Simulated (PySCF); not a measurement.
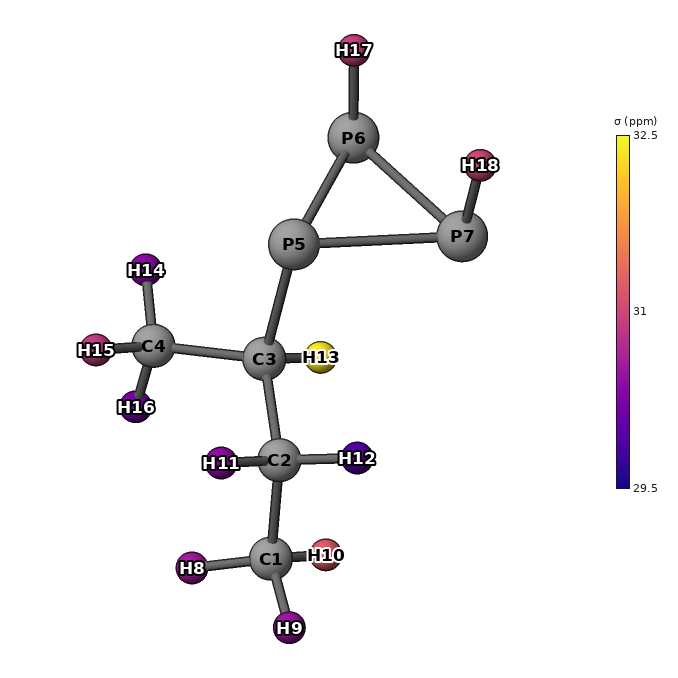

Atoms are coloured by their isotropic NMR shieldings (H only, the others grey). The geometry was computed by an optimisation with GFN2-xTB. No frequency run is at hand to confirm it as a minimum. Method: GIAO PBE0/pcSseg-1 NMR shielding, non-relativistic, gas phase (PySCF 2.14.0).

Which H atom is the most shielded (lowest chemical shift)?

Answer. H13 (32.37 ppm).

Which H atom is the least shielded (highest chemical shift)?

Answer. H12 (29.95 ppm).

How wide is the range of H shifts?

Answer. 2.42 ppm.

List the isotropic NMR shieldings of the H atoms.

```csv
atom,σ (ppm)
H8,30.56
H9,30.50
H10,31.22
H11,30.40
H12,29.95
H13,32.37
H14,30.37
H15,30.90
H16,30.20
H17,30.95
H18,30.99
```

The geometry is semi-empirical. Around P such bond lengths and angles can be off by a tenth of an ångström or more and by several degrees, and values that hang on the shape move with them.
